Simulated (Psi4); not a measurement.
# doublet BPH4Cl: levels of theory compared

Wanted: a comparison of 3 runs (UHF/3-21G, UB3LYP/6-31G*, UHSE06/aug-cc-pVDZ) of doublet BPH4Cl. 

The calculation is run with Psi4 1.11.

3 further runs of the same task are left out: 3 that didn't finish.

## 1. The structure to begin with

The species is BPH4Cl (7 atoms), meant as a doublet with charge 0. SMILES of the parent species: `P[BH2-]Cl`. The coordinates come from a GFN2-xTB relaxation. This is one conformer, not always the lowest. That shape belongs to the parent species and isn't relaxed for this state.

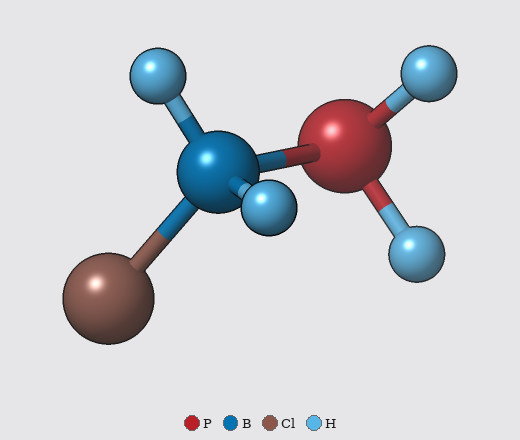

The structure, seen from a chosen angle (phosphorus red, boron blue, chlorine brown, hydrogen blue).

## 2. Energy and forces at UHF/3-21G (run 1)

File calc.py:

```python
import psi4

psi4.set_memory(1600000000)
psi4.set_num_threads(1)
psi4.set_output_file('output.dat', False)

geom = psi4.geometry("""
0 2
P     -1.254890     0.303230    -0.113500
B      0.635280    -0.030820     0.389500
Cl     0.664850    -1.615020     1.354400
H     -1.363360    -0.640060    -1.119330
H     -1.001300     1.302730    -1.037310
H      1.315820    -0.173880    -0.586990
H      1.003600     0.853800     1.113230
symmetry c1
no_reorient
no_com
""")

options = {'basis': '3-21G', 'reference': 'uhf', 'puream': True, 'e_convergence': 1e-09, 'd_convergence': 1e-08, 'scf_type': 'pk', 'maxiter': 200}
psi4.set_options(options)

result = psi4.gradient('hf')
print('gradient / Eh bohr^-1')
print(result.np.round(6))
```

On the command line:

```console
python calc.py
```

output.dat:

```text
[...]
  Running in c1 symmetry.
[...]
  Nuclear repulsion =  125.231616713321671
[...]
  Multiplicity = 2
[...]
  Nalpha       = 21
  Nbeta        = 20
[...]
    Number of basis functions: 43
[...]
   @UHF iter   1:  -823.04455404096393   -4.13250e-01   4.77820e-03 DIIS/ADIIS
[...]
   @UHF iter  17:  -823.09232831592089   -2.16005e-12   4.21187e-09 DIIS
[...]
   @S^2 Observed:                7.597890708E-01
[...]
  @UHF Final Energy:  -823.09232831592089
   => Energetics <=
    Nuclear Repulsion Energy =            125.2316167133216709
    One-Electron Energy =               -1386.8210604428886654
    Two-Electron Energy =                 438.4971154136459859
    Total Energy =                       -823.0923283159208950
  UHF NO Occupations:
  HONO-2 :   19  A 1.9990009
  HONO-1 :   20  A 1.9968800
[...]
 Multipole Moments:
 ------------------------------------------------------------------------------------
     Multipole            Electronic (a.u.)      Nuclear  (a.u.)        Total (a.u.)
 ------------------------------------------------------------------------------------
 L = 1.  Multiply by 2.5417464519 to convert [e a0] to [Debye]
 Dipole X            :          6.6317556           -8.2954064           -1.6636508
 Dipole Y            :         42.2634932          -41.0418279            1.2216653
 Dipole Z            :        -42.1909787           40.8925395           -1.2984392
 Magnitude           :                                                    2.4384717
[...]
  -Total Gradient:
     Atom            X                  Y                   Z
    ------   -----------------  -----------------  -----------------
       1       -0.005234134824    -0.002803110430     0.024904550900
       2       -0.051281818593    -0.009568868256    -0.046594264078
       3       -0.000918012944     0.023781121918    -0.011792513437
       4        0.019083661241     0.016798446781     0.006273541767
       5        0.011132407492    -0.022616458440     0.006333628289
       6        0.020730473853    -0.005392657379     0.013320961803
       7        0.006487423771    -0.000198474202     0.007554094744
[...]
```

Standard output:

```text
gradient / Eh bohr^-1
[[-0.005234 -0.002803  0.024905]
 [-0.051282 -0.009569 -0.046594]
 [-0.000918  0.023781 -0.011793]
 [ 0.019084  0.016798  0.006274]
 [ 0.011132 -0.022616  0.006334]
 [ 0.02073  -0.005393  0.013321]
 [ 0.006487 -0.000198  0.007554]]
```

It took 3.6 s on 1 thread of AMD EPYC 7R43 (Zen 3), shared host; peak memory 0.18 GiB.

## 3. Energy and forces at UB3LYP/6-31G(d) (Cartesian functions) (run 2)

File input.inp:

```
memory 1.6 GB

molecule {
  0 2
  P     -2.37139842     0.57302165    -0.21448392
  B      1.20050521    -0.05824136     0.73604833
  Cl     1.25638441    -3.05194549     2.55944506
  H     -2.57637701    -1.20953810    -2.11522714
  H     -1.89218277     2.46180291    -1.96023181
  H      2.48653943    -0.32858558    -1.10925034
  H      1.89652914     1.61344817     2.10369981
  units au
  symmetry c1
}

set basis 6-31G*
set reference uks
set puream false
set e_convergence 1e-09
set d_convergence 1e-08
set scf_type pk
set dft_radial_points 99
set dft_spherical_points 590
set maxiter 200

result, w = gradient("b3lyp", return_wfn=True)
oeprop(w, "MULLIKEN_CHARGES", "QUADRUPOLE", "DIPOLE")
```

On the command line:

```console
psi4 input.inp input.out -n 1
```

input.out:

```text
[...]
  Running in c1 symmetry.
[...]
  Nuclear repulsion =  125.231616756061612
[...]
  Multiplicity = 2
[...]
  Nalpha       = 21
  Nbeta        = 20
[...]
    Number of basis functions: 61
[...]
   @UKS iter   1:  -828.65561921697190   -2.07146e-01   6.23584e-03 DIIS/ADIIS
[...]
   @UKS iter  16:  -828.76439299690719   -2.50111e-12   7.80784e-09 DIIS
[...]
   @S^2 Observed:                7.544664948E-01
[...]
  @UKS Final Energy:  -828.76439299690719
   => Energetics <=
    Nuclear Repulsion Energy =            125.2316167560616123
    One-Electron Energy =               -1391.9174016400404525
    Two-Electron Energy =                 483.8959227806946615
    DFT Exchange-Correlation Energy =     -45.9745308936230614
    Empirical Dispersion Energy =           0.0000000000000000
    VV10 Nonlocal Energy =                  0.0000000000000000
    Total Energy =                       -828.7643929969071905
[...]
  -Total Gradient:
     Atom            X                  Y                   Z
    ------   -----------------  -----------------  -----------------
       1       -0.004947609605    -0.001269606583     0.003495735363
       2       -0.023896002043     0.004740685371    -0.047446236063
       3       -0.002658135154     0.002142947673     0.002578470484
       4        0.012622711808     0.014625842308     0.010943591977
       5        0.003201366486    -0.017594518994     0.010176844509
       6        0.011631838619    -0.000011435732     0.017557272524
       7        0.004043095039    -0.002630871912     0.002687555116
[...]
 Multipole Moments:
 ------------------------------------------------------------------------------------
     Multipole            Electronic (a.u.)      Nuclear  (a.u.)        Total (a.u.)
 ------------------------------------------------------------------------------------
 L = 1.  Multiply by 2.5417464519 to convert [e a0] to [Debye]
 Dipole X            :         -0.8728853            0.0005821           -0.8723032
 Dipole Y            :         -2.4870063            3.0340078            0.5470015
 Dipole Z            :          2.7693870           -3.5868672           -0.8174802
 Magnitude           :                                                    1.3146853
 L = 2.  Multiply by 1.3450342976 to convert [e a0^2] to [Debye ang]
 Quadrupole XX       :       -161.3071485          136.7129418          -24.5942067
 Quadrupole XY       :         92.9121523          -93.5204901           -0.6083377
[...]
```

Wall time 43 s (1 thread of AMD EPYC 7R43 (Zen 3), shared host); peak memory 0.84 GiB.

## 4. The energy at UHSE06/aug-cc-pVDZ (run 3)

File job.in:

```
memory 1.6 GB

molecule m {
  0 2
  P     -1.254890     0.303230    -0.113500
  B      0.635280    -0.030820     0.389500
  Cl     0.664850    -1.615020     1.354400
  H     -1.363360    -0.640060    -1.119330
  H     -1.001300     1.302730    -1.037310
  H      1.315820    -0.173880    -0.586990
  H      1.003600     0.853800     1.113230
  symmetry c1
  no_reorient
  no_com
}

set {
  basis                aug-cc-pVDZ
  reference            uks
  puream               true
  e_convergence        1e-09
  d_convergence        1e-08
  scf_type             pk
  dft_radial_points    99
  dft_spherical_points 590
  maxiter              200
}

E, wfn = energy("hse06", return_wfn=True)
oeprop(wfn, "DIPOLE", "QUADRUPOLE", "MAYER_INDICES")
print_variables()
```

On the command line:

```console
psi4 -i job.in -o job.out -n 1
```

job.out:

```text
[...]
  Running in c1 symmetry.
[...]
  Nuclear repulsion =  125.231616713321671
[...]
  Multiplicity = 2
[...]
  Nalpha       = 21
  Nbeta        = 20
[...]
    Number of basis functions: 113
[...]
   @UKS iter   1:  -828.27383892125306   -1.03258e-01   4.76738e-03 DIIS/ADIIS
[...]
   @UKS iter  17:  -828.48871007290245   -4.66116e-12   6.83387e-09 DIIS
[...]
   @S^2 Observed:                7.567290696E-01
[...]
    Orbital Energies [Eh]
    ---------------------
    Alpha Occupied:
       1A   -101.692923     2A    -77.280339     3A     -9.501280
       4A     -7.230688     5A     -7.228955     6A     -7.224521
       7A     -6.793034     8A     -6.658257     9A     -4.797025
      10A     -4.791701    11A     -4.789584    12A     -0.821687
      13A     -0.704182    14A     -0.518464    15A     -0.432357
      16A     -0.405171    17A     -0.364842    18A     -0.356764
      19A     -0.326657    20A     -0.290580    21A     -0.277555
    Alpha Virtual:
      22A     -0.023541    23A     -0.014404    24A     -0.006699
      25A      0.013613    26A      0.018613    27A      0.024729
[...]
  @UKS Final Energy:  -828.48871007290245
   => Energetics <=
    Nuclear Repulsion Energy =            125.2316167133216709
    One-Electron Energy =               -1391.8595959177052919
    Two-Electron Energy =                 481.6477362969481533
    DFT Exchange-Correlation Energy =     -43.5084671654670743
    Empirical Dispersion Energy =           0.0000000000000000
    VV10 Nonlocal Energy =                  0.0000000000000000
    Total Energy =                       -828.4887100729025633
[...]
 Multipole Moments:
 ------------------------------------------------------------------------------------
     Multipole            Electronic (a.u.)      Nuclear  (a.u.)        Total (a.u.)
 ------------------------------------------------------------------------------------
 L = 1.  Multiply by 2.5417464519 to convert [e a0] to [Debye]
 Dipole X            :          7.3956171           -8.2954064           -0.8997892
 Dipole Y            :         41.6383458          -41.0418279            0.5965179
 Dipole Z            :        -41.6887481           40.8925395           -0.7962086
 Magnitude           :                                                    1.3414181
 L = 2.  Multiply by 1.3450342976 to convert [e a0^2] to [Debye ang]
 Quadrupole XX       :       -162.6168813          138.3913265          -24.2255548
 Quadrupole XY       :         85.3499292          -85.2166640            0.1332653
[...]
```

Wall time 3.2 min (1 thread of AMD EPYC 7R43 (Zen 3), shared host); peak memory 0.89 GiB.

## 5. The series

| run | level | Cartesian functions | integration grid | energy (Eh) | dipole moment (D) | HOMO energy (eV) | LUMO energy (eV) | wall time |
| --- | --- | --- | --- | --- | --- | --- | --- | --- |
| 1 | UHF/3-21G | no | – | -823.092328 | 6.20 | -10.58 | -2.20 | 3.6 s |
| 2 | UB3LYP/6-31G* (Cartesian functions) | yes | 99 radial × 590 angular | -828.764393 | 3.34 | -7.49 | -5.69 | 43 s |
| 3 | UHSE06/aug-cc-pVDZ | no | 99 radial × 590 angular | -828.488710 | 3.41 | -7.42 | -5.95 | 3.2 min |

## 6. Summary of results

| quantity | value |
| --- | --- |
| run 3: total energy | -828.48871 Eh |
| run 3: dipole moment | 3.41 D |
| run 3: HOMO energy (highest over α and β) | -7.42 eV |
| run 3: LUMO energy (lowest over α and β) | -5.95 eV |
| run 3: ⟨S²⟩ | 0.757 |

**Reading.** The dipole moment (its size) runs from 3.34 D (UB3LYP/6-31G*) to 6.20 D (UHF/3-21G). The two ends differ in method and basis. Totals of different functionals can't be ranked against each other. All runs together took 4 min, the longest 3.2 min.
